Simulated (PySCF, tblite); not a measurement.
# C₆H₁₂F₂OSi: geometry, infrared bands and NMR shifts

Wanted: the infrared bands and NMR shifts of C₆H₁₂F₂OSi (`COC1(CC(F)F)C[SiH2]C1`), by calculation.

Programs: tblite 0.8.0 and PySCF 2.14.0, with density-fitted response routines of our own. Each step states its level of theory. These are calculated values for one molecule in the gas phase, unless marked as measured. Atoms are numbered from 0 throughout.

## Step 1: The starting structure

22 atoms, charge 0, multiplicity 1; geometry from: force field or distance geometry start.

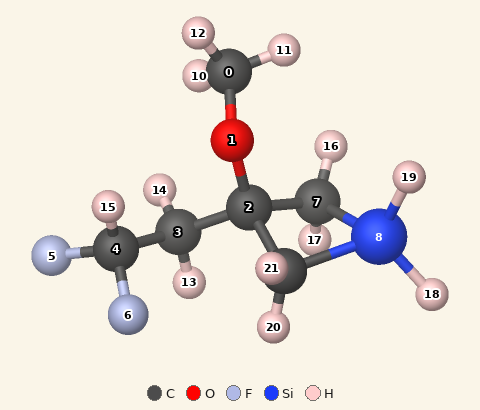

The starting geometry (carbon dark grey, oxygen red, fluorine light blue, silicon blue, hydrogen pink), atoms numbered.

## Step 2: Optimising the geometry with GFN2-xTB

What the job is given:

```
{"job": {"kind": "relax", "xc": "GFN2-xTB", "basis": "xTB"}, "charge": 0, "multiplicity": 1}
C     -1.079300     1.668300    -1.430300
O     -0.585100     1.262900    -0.175800
C      0.138900    -0.015700    -0.069700
C     -0.895000    -1.150300    -0.037200
C     -1.845100    -1.012700     1.150500
F     -2.883800    -1.878800     0.973300
F     -1.221300    -1.383900     2.286100
C      1.261200    -0.260400    -1.154400
Si     2.518500     0.517000     0.010200
C      1.130600    -0.060900     1.154600
H     -1.552500     0.837800    -1.968800
H     -0.286300     2.101500    -2.026200
H     -1.850300     2.442200    -1.248600
H     -0.377900    -2.125500     0.047100
H     -1.472300    -1.182800    -0.958600
H     -2.255300    -0.004600     1.283500
H      1.138600     0.250600    -2.112400
H      1.469900    -1.325900    -1.356300
H      3.788700    -0.227300     0.130300
H      2.635300     1.994300    -0.136300
H      1.315300    -1.051400     1.564800
H      0.896800     0.625000     1.972500
```

Command:

```
> OMP_NUM_THREADS=1 python probes_run.py task.json out
```

One launch serves the whole session: the jobs run in the order shown.

The program printed:

```text
step      E/eV     max force
  0    -930.48995    1.539
  1    -930.58709    0.881
  2    -930.66698    0.674
  3    -930.71401    0.496
  4    -930.75223    0.491
  5    -930.77504    0.327
  6    -930.79226    0.294
  7    -930.80510    0.226
  8    -930.81271    0.174
  9    -930.81772    0.161
 10    -930.82194    0.158
 11    -930.82576    0.152
 12    -930.82886    0.121
 13    -930.83103    0.093
 14    -930.83251    0.079
 15    -930.83356    0.062
 16    -930.83434    0.060
 17    -930.83506    0.067
 18    -930.83583    0.076
 19    -930.83662    0.067
 20    -930.83733    0.061
 21    -930.83796    0.056
 22    -930.83855    0.061
 23    -930.83910    0.049
 24    -930.83956    0.043
 25    -930.83995    0.043
 26    -930.84029    0.052
 27    -930.84061    0.053
 28    -930.84090    0.037
 29    -930.84120    0.035
 30    -930.84152    0.046
 31    -930.84189    0.062
 32    -930.84229    0.058
 33    -930.84268    0.052
 34    -930.84309    0.053
 35    -930.84351    0.055
 36    -930.84393    0.049
 37    -930.84432    0.042
 38    -930.84469    0.047
 39    -930.84507    0.055
 40    -930.84549    0.063
 41    -930.84593    0.056
 42    -930.84634    0.038
 43    -930.84668    0.038
 44    -930.84698    0.037
 45    -930.84726    0.043
 46    -930.84752    0.037
 47    -930.84777    0.031
 48    -930.84803    0.038
 49    -930.84832    0.047
 50    -930.84865    0.043
 51    -930.84897    0.044
 52    -930.84925    0.034
 53    -930.84948    0.031
 54    -930.84973    0.030
 55    -930.85000    0.033
 56    -930.85027    0.033
 57    -930.85052    0.027
 58    -930.85074    0.029
 59    -930.85093    0.057
 60    -930.85113    0.035
 61    -930.85141    0.033
 62    -930.85169    0.033
 63    -930.85184    0.032
 64    -930.85214    0.037
 65    -930.85235    0.037
 66    -930.85258    0.031
 67    -930.85283    0.037
 68    -930.85320    0.050
 69    -930.85363    0.055
 70    -930.85407    0.054
 71    -930.85449    0.049
 72    -930.85496    0.050
 73    -930.85554    0.057
 74    -930.85624    0.094
 75    -930.85573    0.142
 76    -930.85740    0.134
 77    -930.85812    0.058
 78    -930.85899    0.058
 79    -930.85733    0.335
 80    -930.86116    0.053
 81    -930.86216    0.048
 82    -930.85813    0.376
 83    -930.86348    0.053
 84    -930.86424    0.053
 85    -930.86266    0.301
 86    -930.86583    0.051
 87    -930.86650    0.047
 88    -930.86760    0.142
 89    -930.86848    0.068
 90    -930.86911    0.053
 91    -930.86986    0.062
 92    -930.87038    0.067
 93    -930.87113    0.061
 94    -930.87221    0.084
 95    -930.87342    0.088
 96    -930.87456    0.083
 97    -930.87599    0.073
 98    -930.87786    0.085
 99    -930.87926    0.149
100    -930.88091    0.085
101    -930.88204    0.053
102    -930.88284    0.051
103    -930.88330    0.048
104    -930.88410    0.055
105    -930.88488    0.050
106    -930.88549    0.050
107    -930.88615    0.054
108    -930.88686    0.070
109    -930.88762    0.051
110    -930.88823    0.061
111    -930.88878    0.042
112    -930.88914    0.038
113    -930.88943    0.032
114    -930.88967    0.031
115    -930.89000    0.037
116    -930.89024    0.033
117    -930.89042    0.028
118    -930.89056    0.025
119    -930.89071    0.023
120    -930.89088    0.028
121    -930.89103    0.025
122    -930.89116    0.028
123    -930.89127    0.023
124    -930.89141    0.028
125    -930.89158    0.036
126    -930.89180    0.036
127    -930.89201    0.031
128    -930.89223    0.034
129    -930.89249    0.036
130    -930.89282    0.047
131    -930.89322    0.043
132    -930.89366    0.044
133    -930.89411    0.051
134    -930.89462    0.053
135    -930.89526    0.056
136    -930.89607    0.056
137    -930.89701    0.058
138    -930.89799    0.063
139    -930.89893    0.067
140    -930.89989    0.051
141    -930.90069    0.097
142    -930.90147    0.076
143    -930.90226    0.070
144    -930.90301    0.066
145    -930.90352    0.053
146    -930.90447    0.055
147    -930.90584    0.083
148    -930.90716    0.082
149    -930.90811    0.125
150    -930.90924    0.098
151    -930.91053    0.056
152    -930.91190    0.048
153    -930.91278    0.050
154    -930.91377    0.058
155    -930.91423    0.066
156    -930.91455    0.063
157    -930.91505    0.045
158    -930.91560    0.044
159    -930.91589    0.047
160    -930.91618    0.040
161    -930.91648    0.036
162    -930.91693    0.039
163    -930.91743    0.044
164    -930.91782    0.045
165    -930.91820    0.037
166    -930.91853    0.034
167    -930.91884    0.031
168    -930.91913    0.036
169    -930.91939    0.032
170    -930.91966    0.033
171    -930.91995    0.033
172    -930.92019    0.030
173    -930.92036    0.029
174    -930.92048    0.022
175    -930.92057    0.019
176    -930.92065    0.018
177    -930.92071    0.017
178    -930.92077    0.016
179    -930.92084    0.018
180    -930.92091    0.017
181    -930.92098    0.015
182    -930.92104    0.018
183    -930.92111    0.020
184    -930.92116    0.018
185    -930.92122    0.015
186    -930.92126    0.014
187    -930.92130    0.014
188    -930.92135    0.018
189    -930.92140    0.017
190    -930.92146    0.017
191    -930.92153    0.017
192    -930.92162    0.019
193    -930.92173    0.026
194    -930.92184    0.023
195    -930.92194    0.020
196    -930.92203    0.021
197    -930.92212    0.020
198    -930.92219    0.020
199    -930.92224    0.015
200    -930.92227    0.014
201    -930.92229    0.012
202    -930.92231    0.009
```

It took 6.1 s on 1 thread of Intel Xeon at 2.50GHz, shared host; peak memory 0.18 GiB.

Step by step: (not every step is listed)

```csv
step,energy from step 0 (eV),largest force (eV/Å)
0,0.0000,1.5389
1,-0.0971,0.8807
2,-0.1770,0.6736
3,-0.2241,0.4964
4,-0.2623,0.4913
5,-0.2851,0.3266
6,-0.3023,0.2938
7,-0.3152,0.2264
8,-0.3228,0.1736
26,-0.3503,0.0518
44,-0.3570,0.0372
62,-0.3617,0.0331
80,-0.3712,0.0532
98,-0.3879,0.0852
116,-0.4003,0.0325
134,-0.4047,0.0535
152,-0.4219,0.0477
170,-0.4297,0.0334
188,-0.4314,0.0179
197,-0.4322,0.0197
198,-0.4322,0.0204
199,-0.4323,0.0148
200,-0.4323,0.0139
201,-0.4323,0.0117
202,-0.4324,0.0092
```

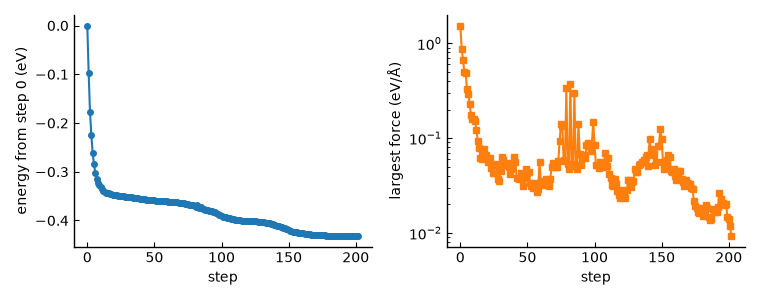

Energy and largest force along the relaxation.

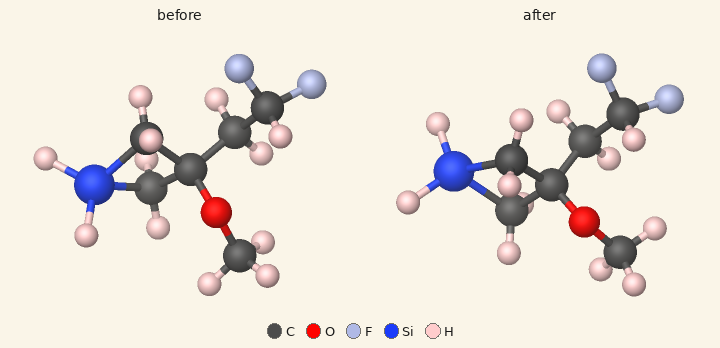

Before and after, at one scale.

Distances of close pairs at the start and the end, largest changes first:

```csv
bond,before (Å),after (Å),change (Å)
O1–C2,1.473,1.416,-0.057
C2–C9,1.576,1.544,-0.032
C2–C7,1.580,1.550,-0.030
Si8–H19,1.489,1.460,-0.029
C7–Si8,1.882,1.911,+0.029
C0–H12,1.107,1.089,-0.018
Si8–C9,1.889,1.908,+0.018
C7–H17,1.104,1.088,-0.017
```

The end geometry stands in the next job.

## Step 3: Infrared spectrum with GFN2-xTB

What the job is given:

```
{"job": {"kind": "ir", "xc": "GFN2-xTB", "basis": "xTB"}, "charge": 0, "multiplicity": 1}
C     -1.499300     1.391444    -1.362768
O     -0.703818     1.321203    -0.202265
C      0.183999     0.222432    -0.105056
C     -0.567090    -1.117027    -0.071152
C     -1.628639    -1.135712     1.017994
F     -2.701000    -1.882569     0.642565
F     -1.166848    -1.712529     2.156853
C      1.296183     0.191384    -1.184036
Si     2.636216    -0.011035     0.163096
C      1.060368     0.410388     1.152338
H     -2.321063     0.666690    -1.341918
H     -0.907909     1.234851    -2.270216
H     -1.916151     2.397386    -1.378234
H      0.144166    -1.924968     0.103044
H     -1.063613    -1.295350    -1.027276
H     -1.993574    -0.130105     1.275624
H      1.355714     1.152418    -1.691411
H      1.163873    -0.579281    -1.939853
H      3.118719    -1.382445     0.323950
H      3.721552     0.965512     0.168866
H      0.770131    -0.210893     1.993687
H      1.007674     1.447590     1.474632
```

The program printed:

```text
mode    cm-1     km/mol
  1      42.7      1.57
  2      64.6      0.11
  3      85.5      1.10
  4     128.0      4.54
  5     152.6      0.87
  6     188.6      5.16
  7     255.6      1.35
  8     284.0      2.08
  9     299.8      8.03
 10     364.3      4.54
 11     407.7      5.45
 12     449.7      6.54
 13     453.7     17.05
 14     461.3     34.66
 15     502.6      2.93
 16     527.8     15.50
 17     584.8     10.81
 18     614.2    159.50
 19     702.4     15.95
 20     728.3     86.18
 21     759.9    145.40
 22     776.5    130.76
 23     791.8     90.29
 24     844.8     34.69
 25     873.1     10.24
 26     960.1     54.73
 27     981.5     47.20
 28    1005.6     90.84
 29    1042.9      9.83
 30    1059.6     29.15
 31    1088.0     60.13
 32    1106.8    101.22
 33    1119.2     72.69
 34    1131.6      8.85
 35    1159.4     34.38
 36    1173.4      9.89
 37    1197.8     10.84
 38    1231.7     56.61
 39    1243.4     26.56
 40    1253.8     14.04
 41    1284.4     13.77
 42    1330.2     50.68
 43    1404.8      0.23
 44    1445.2      9.58
 45    1461.8      4.05
 46    1463.8      0.18
 47    1478.6      4.33
 48    1494.0      1.69
 49    2268.9    326.91
 50    2289.3    316.36
 51    2904.7     17.83
 52    2914.8     48.08
 53    2942.2     35.17
 54    2986.7     13.35
 55    3002.5     24.29
 56    3006.8     25.89
 57    3011.0     15.48
 58    3018.5     20.27
 59    3022.6     23.88
 60    3039.6     10.53
```

Wall time 3.7 s (1 thread of Intel Xeon at 2.50GHz, shared host); peak memory 0.18 GiB.

The strongest bands and the atoms that carry them (share of the mass-weighted mode):

```csv
cm⁻¹,km/mol,atoms
614,159.5,"H19 44 %, H18 38 %"
760,145.4,"H18 45 %, H19 31 %"
776,130.8,"Si8 17 %, C7 16 %, C9 11 %"
792,90.3,"C3 20 %, C9 14 %, H20 12 %"
1006,90.8,"C4 42 %, F5 21 %"
1107,101.2,"C4 45 %, H15 15 %, C3 14 %"
2269,326.9,H18 96 %
2289,316.4,H19 96 %
```

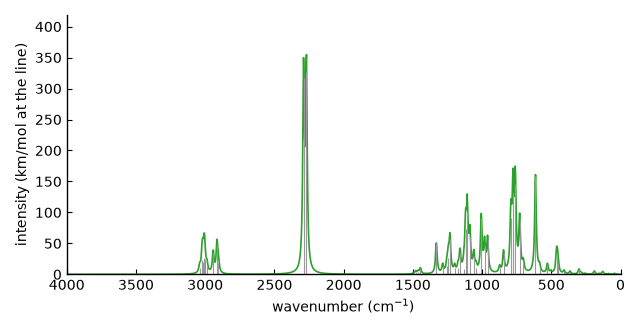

The infrared spectrum from these modes, unscaled. Lines are broadened to a width of 14 cm⁻¹ (Lorentzian).

## Step 4: NMR shieldings: PBE0/pcSseg-1

The job, as its differences from that of step 3:

```diff
@@ -1,2 +1,2 @@
-{"job": {"kind": "ir", "xc": "GFN2-xTB", "basis": "xTB"}, "charge": 0, "multiplicity": 1}
+{"job": {"kind": "nmr", "xc": "PBE0", "basis": "pcSseg-1"}, "charge": 0, "multiplicity": 1}
 C     -1.499300     1.391444    -1.362768
```

With the program's defaults for keys left out, this is: GIAO PBE0/pcSseg-1 NMR shielding, non-relativistic, gas phase.

The program printed:

```text
coarse grid: 18840 points
cycle   1  E = -799.2647989199  dE =  1.258e+00  |g| = 8.927e-01  |ddm| = 4.083e+00
cycle   2  E = -799.1360073472  dE =  1.288e-01  |g| = 1.256e+00  |ddm| = 1.604e+00
cycle   3  E = -799.4108325863  dE = -2.748e-01  |g| = 9.888e-02  |ddm| = 1.038e+00
cycle   4  E = -799.4122745957  dE = -1.442e-03  |g| = 4.870e-02  |ddm| = 1.039e-01
cycle   5  E = -799.4127468797  dE = -4.723e-04  |g| = 1.022e-02  |ddm| = 4.582e-02
cycle   6  E = -799.4127639627  dE = -1.708e-05  |g| = 3.967e-03  |ddm| = 1.043e-02
cycle   7  E = -799.4127669926  dE = -3.030e-06  |g| = 3.476e-04  |ddm| = 3.047e-03
final grid: 178056 points
cycle   8  E = -799.4978172050  dE = -6.775e-05  |g| = 1.272e-02  |ddm| = 4.071e-02
cycle   9  E = -799.4977823293  dE =  3.488e-05  |g| = 1.876e-02  |ddm| = 2.354e-02
cycle  10  E = -799.4978500901  dE = -6.776e-05  |g| = 1.378e-03  |ddm| = 1.427e-02
cycle  11  E = -799.4978504686  dE = -3.785e-07  |g| = 3.201e-04  |ddm| = 1.572e-03
cycle  12  E = -799.4978504883  dE = -1.964e-08  |g| = 1.311e-04  |ddm| = 4.310e-04
cycle  13  E = -799.4978504912  dE = -2.890e-09  |g| = 3.264e-05  |ddm| = 1.288e-04
cycle  14  E = -799.4978504914  dE = -1.839e-10  |g| = 6.761e-06  |ddm| = 3.024e-05
converged SCF energy = -799.4978504914

GIAO shielding tensors (ppm)
atom      isotropic    diamagn.    paramagn.     s11        s22        s33       span
  0 C      136.250     246.118    -109.868    110.018    115.114    183.618     73.600
  1 O      270.134     398.929    -128.795    230.100    258.480    321.821     91.721
  2 C      109.577     247.615    -138.038     86.555     96.364    145.813     59.258
  3 C      141.173     252.653    -111.480    115.653    132.891    174.974     59.321
  4 C       64.366     244.252    -179.886     44.900     66.111     82.087     37.186
  5 F      303.487     469.787    -166.300    181.518    332.027    396.918    215.400
  6 F      303.789     472.673    -168.883    203.228    337.483    370.657    167.430
  7 C      164.882     253.291     -88.410    138.518    156.247    199.880     61.362
  8 Si     410.993     880.818    -469.825    358.230    419.851    454.897     96.667
  9 C      163.286     252.753     -89.467    139.426    149.863    200.568     61.142
 10 H       28.516      30.877      -2.362     23.420     27.465     34.662     11.243
 11 H       28.443      31.165      -2.722     24.365     26.905     34.058      9.693
 12 H       28.148      29.228      -1.080     23.680     25.458     35.304     11.624
 13 H       29.558      32.669      -3.111     26.243     30.606     31.824      5.580
 14 H       29.371      33.355      -3.983     26.069     29.738     32.306      6.237
 15 H       25.409      30.402      -4.993     23.019     25.968     27.240      4.221
 16 H       29.952      32.141      -2.189     25.729     28.842     35.285      9.557
 17 H       30.465      32.227      -1.762     26.853     28.235     36.308      9.455
 18 H       27.359      29.595      -2.236     23.819     25.910     32.347      8.527
 19 H       27.237      29.221      -1.984     23.659     24.732     33.321      9.663
 20 H       29.789      32.043      -2.254     24.642     29.749     34.974     10.332
 21 H       29.968      31.980      -2.011     26.604     28.280     35.021      8.417
```

Wall time 3.1 min (1 thread of Intel Xeon at 2.50GHz, shared host); peak memory 1.1 GiB.

The references, computed at this level on geometries of the same kind, shield at (ppm): ¹H TMS 31.72, ¹³C TMS 186.9, ²⁹Si TMS 349.2, ¹⁹F CFCl3 170.9, ¹⁷O H2O 336.1. Their shielding less the atom's gives the shift. The references are single molecules in the gas phase, so shifts against H2O, NH3, PH3, H3PO4 or CFCl3 are not on the usual liquid scales and can be off by tens of ppm. Atoms listed in one row are averaged.

```csv
atoms,environment,σ (ppm),δ (ppm),δ scaled to CDCl3
C4,sp3 CH bonded to 2 F,64.4,122.6,117.7
C2,fully substituted sp3 carbon bonded to O,109.6,77.3,73.6
C0,methyl carbon bonded to O,136.2,50.7,47.5
C3,sp3 CH2,141.2,45.8,42.7
"C7, C9",sp3 CH2 bonded to Si,164.1,22.8,20.4
H15,hydrogen on an sp3 CH bonded to 2 F,25.41,6.31,6.05
H19,"hydrogen on a silicon bonded to 2 C, in a 4-membered ring",27.24,4.48,–
H18,"hydrogen on a silicon bonded to 2 C, in a 4-membered ring",27.36,4.36,–
"H10, H11, H12",hydrogen on a methyl carbon bonded to O,28.37,3.35,3.26
"H13, H14",hydrogen on an sp3 CH2,29.46,2.25,2.23
"H16, H21",hydrogen on an sp3 CH2 bonded to Si,29.96,1.76,1.76
"H17, H20",hydrogen on an sp3 CH2 bonded to Si,30.13,1.59,1.60
O1,ether oxygen,270.1,65.9,–
"F5, F6",fluorine of a CF2 group,303.6,-132.7,–
Si8,"silicon bonded to 2 C, 2 H, in a 4-membered ring",411.0,-61.8,–
```

The scaled column applies a straight-line fit of computed shieldings to shifts measured in CDCl3, and one for carbons that bear F (root-mean-square error 0.16 ppm for H, 1.9 ppm for C).

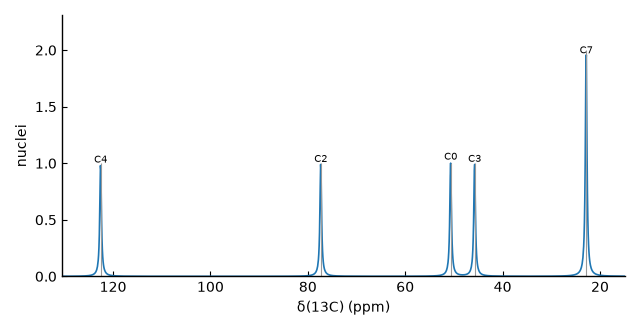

¹³C lines at the computed shifts, without couplings. Lines are broadened to a width of 0.40 ppm (Lorentzian).

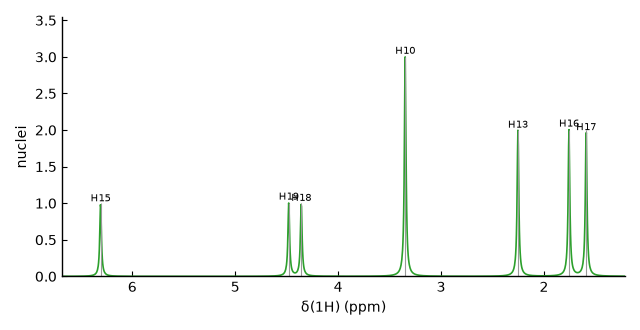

¹H lines at the computed shifts, without couplings. Lines are broadened to a width of 0.02 ppm (Lorentzian).

The run also stored atomic charges by several schemes (e):

```csv
atoms,Mulliken,IAO,Hirshfeld,ESP fit
C0,-0.03,-0.21,-0.04,-0.03
O1,-0.50,-0.40,-0.13,-0.44
C2,-0.20,0.23,0.09,0.62
C3,-0.19,-0.31,-0.10,-0.39
C4,0.55,0.45,0.15,0.45
"F5, F6",-0.31,-0.31,-0.11,-0.24
"C7, C9",-0.39,-0.56,-0.18,-0.55
Si8,0.61,0.73,0.35,0.52
```

ESP fit charges:

C0 -0.03; O1 -0.44; C2 0.62; C3 -0.39; C4 0.45; F5 -0.25; F6 -0.24; C7 -0.61; Si8 0.52; C9 -0.49; H10 0.05; H11 0.05; H12 0.10; H13 0.14; H14 0.12; H15 0.05; H16 0.18; H17 0.13; H18 -0.12; H19 -0.11; H20 0.11; H21 0.13

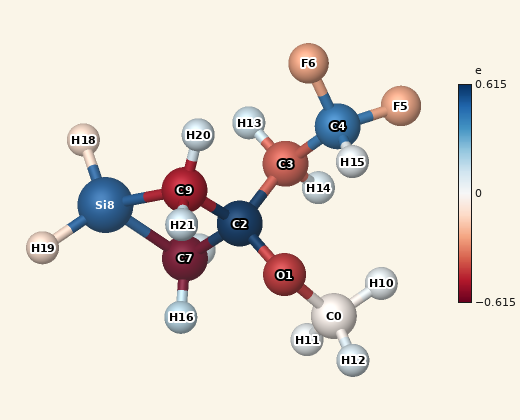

ESP fit charges, as colours on the atoms.

Mayer bond orders: C0–O1 0.92, O1–C2 0.91, C2–C3 0.97, C3–C4 1.00, C4–F5 0.94, C4–F6 0.94, C2–C7 0.97, C7–Si8 0.92, Si8–C9 0.94, C9–C2 0.96.

Ring of atoms C2, C7, Si8, C9: NICS(0) -1.4, NICS(1) -1.7, NICS(1)zz 3.4 ppm (means of both faces).

Orbitals, density, ELF and potential are computed afterwards from the orbital file.

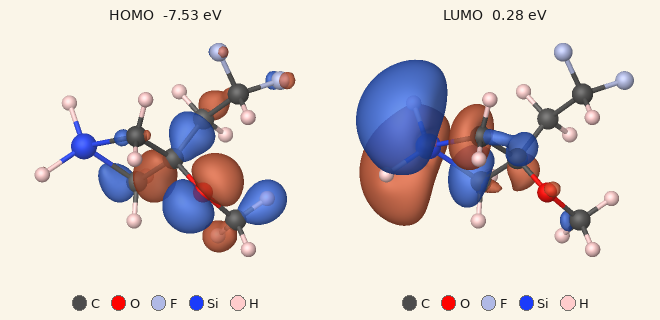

PBE0/pcSseg-1 orbitals near the gap, drawn at the value that encloses 70 % of each; the two colours are the two signs.

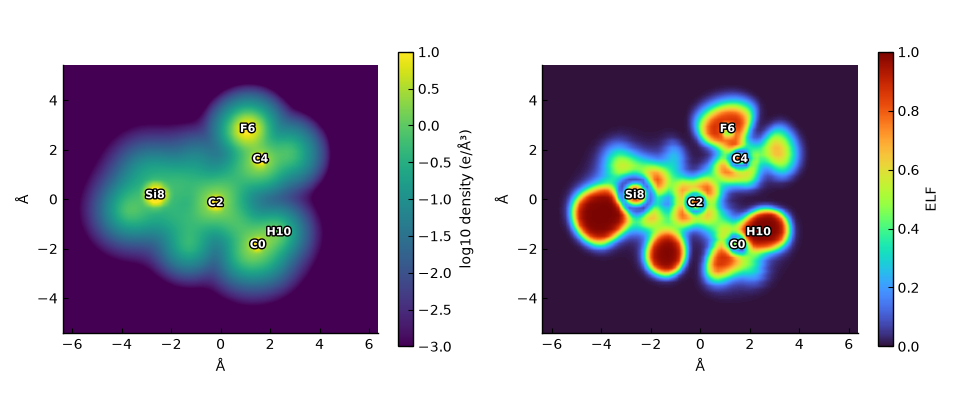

Density (left) and ELF (right) in a plane through or near 6 of the atoms.

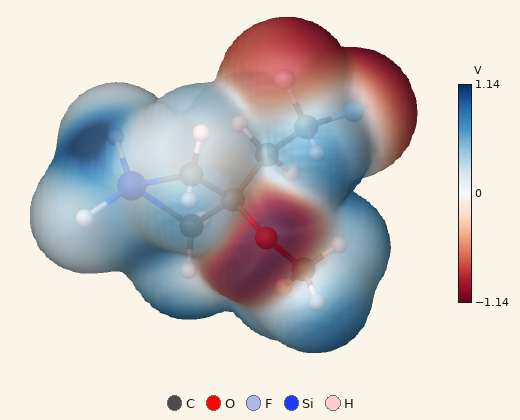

Electrostatic potential on the surface of density 0.002 e/bohr³; red is low, blue high. It runs, from the 1st to the 99th percentile, from -1.14 V near O1 to 1.08 V near Si8.

## Step 5: Summary of results

```
                                                                 quantity                                         value
                                strongest single infrared mode (GFN2-xTB)                         2269 cm⁻¹, 327 km/mol
                                             zero-point energy (GFN2-xTB)                                105.6 kcal/mol
  ¹³C shifts against TMS (PBE0/pcSseg-1, means over atoms taken as alike)             122.6, 77.3, 50.7, 45.8, 22.8 ppm
   ¹H shifts against TMS (PBE0/pcSseg-1, means over atoms taken as alike)  6.31, 4.48, 4.36, 3.35, 2.25, 1.76, 1.59 ppm
                                   ¹⁷O shifts against H2O (PBE0/pcSseg-1)                                      65.9 ppm
¹⁹F shifts against CFCl3 (PBE0/pcSseg-1, means over atoms taken as alike)                                    -132.7 ppm
                                  ²⁹Si shifts against TMS (PBE0/pcSseg-1)                                     -61.8 ppm
                                    surface potential, 1st and 99th percentile                            -1.14 V and 1.08 V
```

**Reading.** The optimisation took 202 steps and gained 0.432 eV; among the close pairs (by a distance rule), O1–C2 changed most, from 1.473 to 1.416 Å. No mode is imaginary among the 60: a minimum at this level. The strongest single mode, at 2269 cm⁻¹, moves mainly H18. Unscaled tight-binding wavenumbers are off by several per cent, some by more. Its intensities can rank the bands wrongly. The most deshielded hydrogen is H15 (hydrogen on an sp3 CH bonded to 2 F), at 6.31 ppm: its carbon carries F, which withdraws density. At PBE0/pcSseg-1: Shielding is most anisotropic at F5, F6 (span 191 ppm, paramagnetic term -168 ppm).
